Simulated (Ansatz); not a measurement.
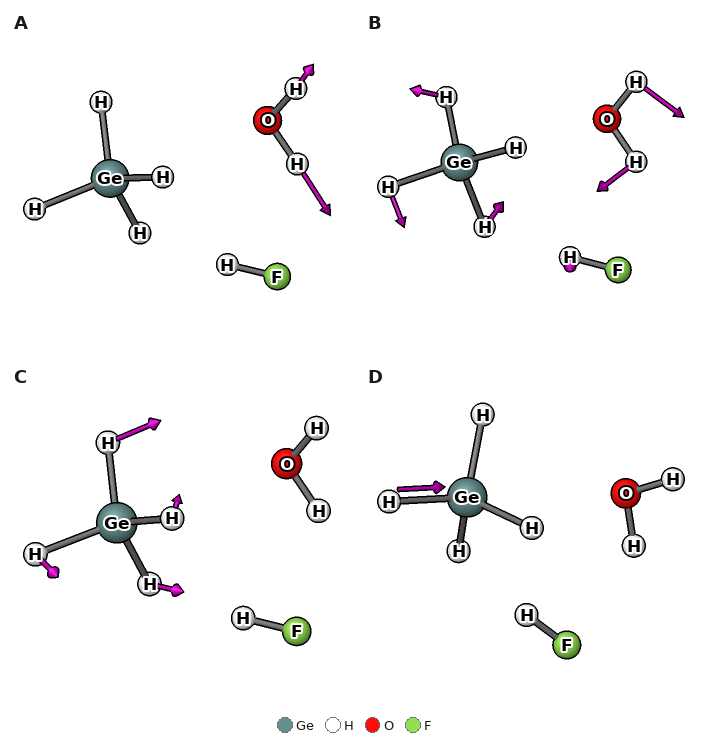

4 normal modes of one molecule or complex, as arrows. Harmonic vibrations computed with RKS PBE0-D4/def2-TZVP (Ansatz 0.2.0) at a stationary point of the same level.

**Match the panels to the wavenumbers 204 cm⁻¹, 850 cm⁻¹, 2160 cm⁻¹, 3811 cm⁻¹.**

A: 3811 cm⁻¹, in-phase stretching of 2 O–H bonds
B: 204 cm⁻¹
C: 850 cm⁻¹, H–Ge–H bending
D: 2160 cm⁻¹, Ge–H stretching
